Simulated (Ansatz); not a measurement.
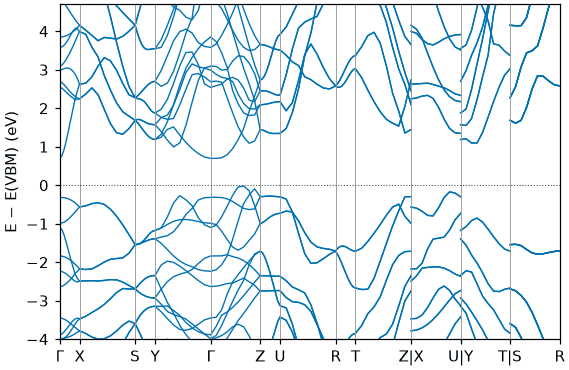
*Band structure from LDA (plane waves, PAW; program Ansatz)*

Q: Read off the gap and where the band edges lie.

A: About 0.7 eV (0.70 eV by a search for the band edges); maximum on the Γ–Z line, 62 % of the way from Γ, minimum on the Γ–Z line, 10 % of the way from Γ.

The material is GeS in space group Pnma (No. 62; Ge on 4c, S on 4c).

The LDA relaxation kept the symmetry of its start. A crystal of weakly bound layers computed without a dispersion correction: the cell and the soft elastic constants depend strongly on that. Spin–orbit coupling is left out wherever it is not named.

Potentials: the later of the program's two PAW sets.
